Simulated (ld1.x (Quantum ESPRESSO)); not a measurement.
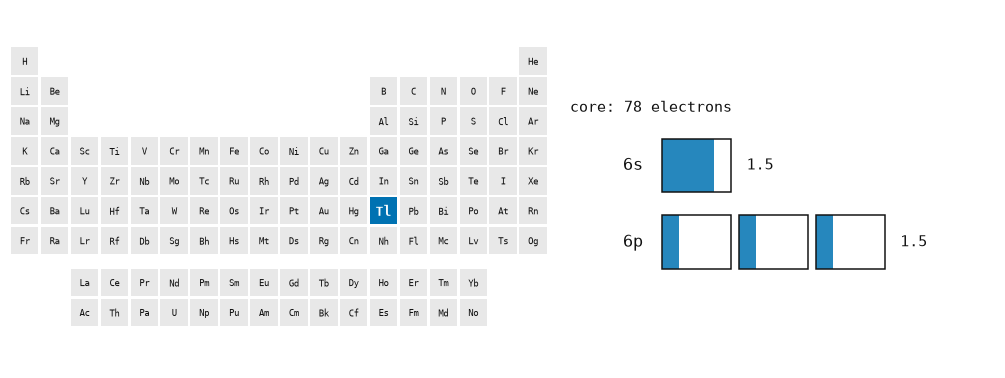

*Left, the place of thallium in the periodic table; right, the valence shells of the reference configuration: a box for each of the 2l + 1 orbitals, shaded by the share of the shell that is filled, with the electron count at the right. The shells are those of the unaltered input.*

# Run report: Tl, pseudopotential generation

Thallium (Tl, Z = 81), core [Xe] 4f14 5d10, reference valence 6s1.5 6p1.5, valence charge 3. (This line and the method describe the unaltered input from which the odd one was made.) Computed at this level: TM potential, PBE, fully relativistic, made with ld1.x (Quantum ESPRESSO) 7.5.

Input:
```
 &input
   title='Tl', zed=81., rel=2, dft='PBE', iswitch=3,
   config='[Xe] 4f14 5d10 6s1.5 6p1.5', rel_dist='average',
   nld=3, rlderiv=2.65, eminld=-3.0, emaxld=5.0, deld=0.02
 /
 &inputp
   pseudotype=2, tm=.true., lloc=-1, rcloc=1.85,
   nlcc=.false.,
   file_wfcaegen='ae.wfc', file_wfcncgen='nc.wfc', file_beta='beta', file_chi='chi'
 /
2
6S  1  0   1.50   0.00  1.85  1.85  0.0
6P  2  1   1.50   0.00  2.45  2.45  0.0
 &test
   configts(1)='6s1.5 6p1.5'
 /
```

Launched with:
```bash
ld1.x < Tl.in > Tl.out
```

Log:
```
     Program LD1 v.7.5
     --------------------------- All-electron run ----------------------------

     Tl
     dirac relativistic calculation

     atomic number is 81.00
     dft =PBE   lsd =0 sic =0 latt =0  beta=0.20 tr2=1.0E-14
     Exchange-correlation= PBE
                           (   1   4   3   4   0   0   0)
     mesh =1281 r(mesh) = 100.03807 a.u. xmin = -7.00 dx = 0.01250
     1 Ry =  13.60569312 eV, c = 137.03599908

     n l j   nl                  e(Ry)          e(Ha)          e(eV)
     Spin orbit split results
     1 0 0.5 1S 1( 2.00)     -6283.5035     -3141.7517    -85491.4201
     2 0 0.5 2S 1( 2.00)     -1117.8421      -558.9210    -15209.0165
     2 1 0.5 2P 1( 2.00)     -1072.8294      -536.4147    -14596.5870
     2 1 1.5 2P 1( 4.00)      -920.9803      -460.4901    -12530.5752
     3 0 0.5 3S 1( 2.00)      -266.8368      -133.4184     -3630.4992
     3 1 0.5 3P 1( 2.00)      -246.5838      -123.2919     -3354.9430
     3 1 1.5 3P 1( 4.00)      -212.8242      -106.4121     -2895.6211
     4 0 0.5 4S 1( 2.00)       -59.6070       -29.8035      -810.9943
     4 1 0.5 4P 1( 2.00)       -50.8880       -25.4440      -692.3660
     4 1 1.5 4P 1( 4.00)       -42.6806       -21.3403      -580.6992
     3 2 1.5 3D 1( 4.00)      -179.4940       -89.7470     -2442.1408
     3 2 2.5 3D 1( 6.00)      -172.2865       -86.1432     -2344.0766
     5 0 0.5 5S 1( 2.00)        -9.6716        -4.8358      -131.5892
     5 1 0.5 5P 1( 2.00)        -6.7490        -3.3745       -91.8247
     5 1 1.5 5P 1( 4.00)        -5.2632        -2.6316       -71.6093
     4 2 1.5 4D 1( 4.00)       -28.4765       -14.2382      -387.4425
     4 2 2.5 4D 1( 6.00)       -26.9457       -13.4728      -366.6146
     4 3 2.5 4F 1( 6.00)        -8.6124        -4.3062      -117.1771
     4 3 3.5 4F 1( 8.00)        -8.2744        -4.1372      -112.5786
     5 2 1.5 5D 1( 4.00)        -1.3015        -0.6508       -17.7083
     5 2 2.5 5D 1( 6.00)        -1.1393        -0.5697       -15.5011
     6 0 0.5 6S 1( 1.50)        -0.7466        -0.3733       -10.1578
     6 1 0.5 6P 1( 0.50)        -0.2659        -0.1330        -3.6182
     6 1 1.5 6P 1( 1.00)        -0.1835        -0.0917        -2.4966
     Averaged results
     1 0     1S 1( 2.00)     -6283.5035     -3141.7517    -85491.4201
     2 0     2S 1( 2.00)     -1117.8421      -558.9210    -15209.0165
     2 1     2P 1( 6.00)      -971.5966      -485.7983    -13219.2458
     3 0     3S 1( 2.00)      -266.8368      -133.4184     -3630.4992
     3 1     3P 1( 6.00)      -224.0774      -112.0387     -3048.7284
     4 0     4S 1( 2.00)       -59.6070       -29.8035      -810.9943
     4 1     4P 1( 6.00)       -45.4164       -22.7082      -617.9215
     3 2     3D 1(10.00)      -175.1695       -87.5847     -2383.3023
     5 0     5S 1( 2.00)        -9.6716        -4.8358      -131.5892
     5 1     5P 1( 6.00)        -5.7585        -2.8792       -78.3478
     4 2     4D 1(10.00)       -27.5580       -13.7790      -374.9457
     4 3     4F 1(14.00)        -8.4192        -4.2096      -114.5494
     5 2     5D 1(10.00)        -1.2042        -0.6021       -16.3840
     6 0     6S 1( 1.50)        -0.7466        -0.3733       -10.1578
     6 1     6P 1( 1.50)        -0.2110        -0.1055        -2.8705

     final scf error:  7.6E-15 reached in  31 iterations

     Etot =  -40577.469081 Ry,  -20288.734540 Ha, -552084.592018 eV

     Ekin =   47040.800187 Ry,   23520.400094 Ha,  640022.691610 eV
     Encl = -102553.135761 Ry,  -51276.567881 Ha,-1395306.493968 eV
     Eh   =   15698.652245 Ry,    7849.326123 Ha,  213591.044894 eV
     Exc  =    -763.785752 Ry,    -381.892876 Ha,  -10391.834554 eV

     normalization and overlap integrals

     s(1S/1S) =  1.000000  <r> =   0.0163  <r2> =    0.0004  r(max) =   0.0100
     s(2S/2S) =  1.000000  <r> =   0.0680  <r2> =    0.0055  r(max) =   0.0582
     s(2P/2P) =  1.000000  <r> =   0.0559  <r2> =    0.0039  r(max) =   0.0431
     s(2P/2P) =  1.000000  <r> =   0.0647  <r2> =    0.0051  r(max) =   0.0507
     s(3S/3S) =  1.000000  <r> =   0.1770  <r2> =    0.0360  r(max) =   0.1642
     s(3P/3P) =  1.000000  <r> =   0.1674  <r2> =    0.0327  r(max) =   0.1523
     s(3P/3P) =  1.000000  <r> =   0.1835  <r2> =    0.0391  r(max) =   0.1683
     s(4S/4S) =  1.000000  <r> =   0.3914  <r2> =    0.1731  r(max) =   0.3699
     s(4P/4P) =  1.000000  <r> =   0.3931  <r2> =    0.1760  r(max) =   0.3653
     s(4P/4P) =  1.000000  <r> =   0.4274  <r2> =    0.2077  r(max) =   0.3987
     s(3D/3D) =  1.000000  <r> =   0.1595  <r2> =    0.0299  r(max) =   0.1311
     s(3D/3D) =  1.000000  <r> =   0.1644  <r2> =    0.0316  r(max) =   0.1344
     s(5S/5S) =  1.000000  <r> =   0.8779  <r2> =    0.8642  r(max) =   0.8131
     s(5P/5P) =  1.000000  <r> =   0.9418  <r2> =    1.0014  r(max) =   0.8547
     s(5P/5P) =  1.000000  <r> =   1.0361  <r2> =    1.2132  r(max) =   0.9329
     s(4D/4D) =  1.000000  <r> =   0.4334  <r2> =    0.2171  r(max) =   0.3889
     s(4D/4D) =  1.000000  <r> =   0.4445  <r2> =    0.2281  r(max) =   0.3987
     s(4F/4F) =  1.000000  <r> =   0.4645  <r2> =    0.2594  r(max) =   0.3563
     s(4F/4F) =  1.000000  <r> =   0.4710  <r2> =    0.2667  r(max) =   0.3608
     s(5D/5D) =  1.000000  <r> =   1.3541  <r2> =    2.1515  r(max) =   1.0975
     s(5D/5D) =  1.000000  <r> =   1.4100  <r2> =    2.3406  r(max) =   1.1253
     s(6S/6S) =  1.000000  <r> =   2.4558  <r2> =    6.8828  r(max) =   2.0504
     s(6P/6P) =  1.000000  <r> =   3.3142  <r2> =   12.9129  r(max) =   2.5678
     s(6P/6P) =  1.000000  <r> =   3.8919  <r2> =   17.8945  r(max) =   2.9834

     ------------------------ End of All-electron run ------------------------

     --------------------- Generating NC pseudopotential ---------------------

      Generating local potential from pseudized AE potential:
      Matching radius rcloc =   1.8500

      Local pseudo, rcloc= 1.832 Estimated cut-off energy=     7.52 Ry

     Fully relativistic calculation: |psi|^2

     Wfc 6S LC norm =  0.99991396 SC norm =  0.00008376 missing  0.00000228

     Wfc 6P LC norm =  0.99995531 SC norm =  0.00004453 missing  0.00000016

     Wfc 6P LC norm =  0.99996873 SC norm =  0.00002724 missing  0.00000403

      Wfc   6S  rcut= 1.832  Using Troullier-Martins method

      Wfc   6P  rcut= 2.473  Using Troullier-Martins method

      Wfc   6P  rcut= 2.473  Using Troullier-Martins method

     ------------------- End of pseudopotential generation -------------------

     --------------------------- All-electron run ----------------------------

     Tl
     dirac relativistic calculation

     atomic number is 81.00
     dft =PBE   lsd =0 sic =0 latt =0  beta=0.20 tr2=1.0E-14
     Exchange-correlation= PBE
                           (   1   4   3   4   0   0   0)
     mesh =1281 r(mesh) = 100.03807 a.u. xmin = -7.00 dx = 0.01250
     1 Ry =  13.60569312 eV, c = 137.03599908

     n l j   nl                  e(Ry)          e(Ha)          e(eV)
     Spin orbit split results
     1 0 0.5 1S 1( 2.00)     -6283.5035     -3141.7517    -85491.4201
     2 0 0.5 2S 1( 2.00)     -1117.8421      -558.9210    -15209.0165
     2 1 0.5 2P 1( 2.00)     -1072.8294      -536.4147    -14596.5870
     2 1 1.5 2P 1( 4.00)      -920.9803      -460.4901    -12530.5752
     3 0 0.5 3S 1( 2.00)      -266.8368      -133.4184     -3630.4992
     3 1 0.5 3P 1( 2.00)      -246.5838      -123.2919     -3354.9430
     3 1 1.5 3P 1( 4.00)      -212.8242      -106.4121     -2895.6211
     4 0 0.5 4S 1( 2.00)       -59.6070       -29.8035      -810.9943
     4 1 0.5 4P 1( 2.00)       -50.8880       -25.4440      -692.3660
     4 1 1.5 4P 1( 4.00)       -42.6806       -21.3403      -580.6992
     3 2 1.5 3D 1( 4.00)      -179.4940       -89.7470     -2442.1408
     3 2 2.5 3D 1( 6.00)      -172.2865       -86.1432     -2344.0766
     5 0 0.5 5S 1( 2.00)        -9.6716        -4.8358      -131.5892
     5 1 0.5 5P 1( 2.00)        -6.7490        -3.3745       -91.8247
     5 1 1.5 5P 1( 4.00)        -5.2632        -2.6316       -71.6093
     4 2 1.5 4D 1( 4.00)       -28.4765       -14.2382      -387.4425
     4 2 2.5 4D 1( 6.00)       -26.9457       -13.4728      -366.6146
     4 3 2.5 4F 1( 6.00)        -8.6124        -4.3062      -117.1771
     4 3 3.5 4F 1( 8.00)        -8.2744        -4.1372      -112.5786
     5 2 1.5 5D 1( 4.00)        -1.3015        -0.6508       -17.7083
     5 2 2.5 5D 1( 6.00)        -1.1393        -0.5697       -15.5011
     6 0 0.5 6S 1( 1.50)        -0.7466        -0.3733       -10.1578
     6 1 0.5 6P 1( 0.50)        -0.2659        -0.1330        -3.6182
     6 1 1.5 6P 1( 1.00)        -0.1835        -0.0917        -2.4966
     Averaged results
     1 0     1S 1( 2.00)     -6283.5035     -3141.7517    -85491.4201
     2 0     2S 1( 2.00)     -1117.8421      -558.9210    -15209.0165
     2 1     2P 1( 6.00)      -971.5966      -485.7983    -13219.2458
     3 0     3S 1( 2.00)      -266.8368      -133.4184     -3630.4992
     3 1     3P 1( 6.00)      -224.0774      -112.0387     -3048.7284
     4 0     4S 1( 2.00)       -59.6070       -29.8035      -810.9943
     4 1     4P 1( 6.00)       -45.4164       -22.7082      -617.9215
     3 2     3D 1(10.00)      -175.1695       -87.5847     -2383.3023
     5 0     5S 1( 2.00)        -9.6716        -4.8358      -131.5892
     5 1     5P 1( 6.00)        -5.7585        -2.8792       -78.3478
     4 2     4D 1(10.00)       -27.5580       -13.7790      -374.9457
     4 3     4F 1(14.00)        -8.4192        -4.2096      -114.5494
     5 2     5D 1(10.00)        -1.2042        -0.6021       -16.3840
     6 0     6S 1( 1.50)        -0.7466        -0.3733       -10.1578
     6 1     6P 1( 1.50)        -0.2110        -0.1055        -2.8705

     final scf error:  7.6E-15 reached in  31 iterations

     Etot =  -40577.469081 Ry,  -20288.734540 Ha, -552084.592018 eV

     Ekin =   47040.800187 Ry,   23520.400094 Ha,  640022.691610 eV
     Encl = -102553.135761 Ry,  -51276.567881 Ha,-1395306.493968 eV
     Eh   =   15698.652245 Ry,    7849.326123 Ha,  213591.044894 eV
     Exc  =    -763.785752 Ry,    -381.892876 Ha,  -10391.834554 eV

     normalization and overlap integrals

     s(1S/1S) =  1.000000  <r> =   0.0163  <r2> =    0.0004  r(max) =   0.0100
     s(2S/2S) =  1.000000  <r> =   0.0680  <r2> =    0.0055  r(max) =   0.0582
     s(2P/2P) =  1.000000  <r> =   0.0559  <r2> =    0.0039  r(max) =   0.0431
     s(2P/2P) =  1.000000  <r> =   0.0647  <r2> =    0.0051  r(max) =   0.0507
     s(3S/3S) =  1.000000  <r> =   0.1770  <r2> =    0.0360  r(max) =   0.1642
     s(3P/3P) =  1.000000  <r> =   0.1674  <r2> =    0.0327  r(max) =   0.1523
     s(3P/3P) =  1.000000  <r> =   0.1835  <r2> =    0.0391  r(max) =   0.1683
     s(4S/4S) =  1.000000  <r> =   0.3914  <r2> =    0.1731  r(max) =   0.3699
     s(4P/4P) =  1.000000  <r> =   0.3931  <r2> =    0.1760  r(max) =   0.3653
     s(4P/4P) =  1.000000  <r> =   0.4274  <r2> =    0.2077  r(max) =   0.3987
     s(3D/3D) =  1.000000  <r> =   0.1595  <r2> =    0.0299  r(max) =   0.1311
     s(3D/3D) =  1.000000  <r> =   0.1644  <r2> =    0.0316  r(max) =   0.1344
     s(5S/5S) =  1.000000  <r> =   0.8779  <r2> =    0.8642  r(max) =   0.8131
     s(5P/5P) =  1.000000  <r> =   0.9418  <r2> =    1.0014  r(max) =   0.8547
     s(5P/5P) =  1.000000  <r> =   1.0361  <r2> =    1.2132  r(max) =   0.9329
     s(4D/4D) =  1.000000  <r> =   0.4334  <r2> =    0.2171  r(max) =   0.3889
     s(4D/4D) =  1.000000  <r> =   0.4445  <r2> =    0.2281  r(max) =   0.3987
     s(4F/4F) =  1.000000  <r> =   0.4645  <r2> =    0.2594  r(max) =   0.3563
     s(4F/4F) =  1.000000  <r> =   0.4710  <r2> =    0.2667  r(max) =   0.3608
     s(5D/5D) =  1.000000  <r> =   1.3541  <r2> =    2.1515  r(max) =   1.0975
     s(5D/5D) =  1.000000  <r> =   1.4100  <r2> =    2.3406  r(max) =   1.1253
     s(6S/6S) =  1.000000  <r> =   2.4558  <r2> =    6.8828  r(max) =   2.0504
     s(6P/6P) =  1.000000  <r> =   3.3142  <r2> =   12.9129  r(max) =   2.5678
     s(6P/6P) =  1.000000  <r> =   3.8919  <r2> =   17.8945  r(max) =   2.9834

     ------------------------ End of All-electron run ------------------------

     Computing logarithmic derivative in   2.64937
     Computing logarithmic derivative in   2.64937
     Computing the partial wave expansion
     R is outside the sphere for l=    0 j= 0.50
     R is outside the sphere for l=    1 j= 0.50
     R is outside the sphere for l=    1 j= 1.50

     ---------------------- Testing the pseudopotential ----------------------

     Tl
     dirac relativistic calculation

     atomic number is 81.00   valence charge is  3.00
     dft =PBE   lsd =0 sic =0 latt =0  beta=0.20 tr2=1.0E-14
     mesh =1281 r(mesh) = 100.03807 xmin = -7.00 dx = 0.01250

     n l  j  nl             e AE (Ry)       e PS (Ry)    De AE-PS (Ry)
     1 0 0.5 6S   1( 1.50)       -0.74658       -0.74658        0.00000
     2 1 0.5 6P   1( 0.50)       -0.26593       -0.26593       -0.00000
     2 1 1.5 6P   1( 1.00)       -0.18350       -0.18350        0.00000

     eps = 9.9E-15  iter =  6

     Etot =  -40577.469081 Ry,  -20288.734540 Ha, -552084.592018 eV
     Etotps =    -3.784261 Ry,      -1.892131 Ha,     -51.487499 eV

     Ekin =       1.370125 Ry,       0.685062 Ha,      18.641494 eV
     Encl =      -8.216556 Ry,      -4.108278 Ha,    -111.791943 eV
     Ehrt =       2.672550 Ry,       1.336275 Ha,      36.361896 eV
     Ecxc =      -1.127204 Ry,      -0.563602 Ha,     -15.336390 eV
     Epseu=       1.516824 Ry,       0.758412 Ha,      20.637445 eV

     ---------------------- End of pseudopotential test ----------------------
```

What the run reported:

| quantity | value |
| --- | --- |
| outcome | generated |
| hardware | 1 CPU thread, shared host |
| wall time | 1.3 s |

What is odd here:

One thing in this input was made odd on purpose: file_pseudopw left out. The program ran to the end. The all-electron atom is untouched: its total energy equals that from the unaltered input (−40577.4691 Ry). The pseudo-atom's energy and levels in the reference configuration are also those from the unaltered input, so the oddity leaves no trace there. The pseudo-atom meets the occupied all-electron levels that the test lists within 0.00001 Ry. No test for ghost states or cutoffs was run on this potential, so its soundness isn't shown.
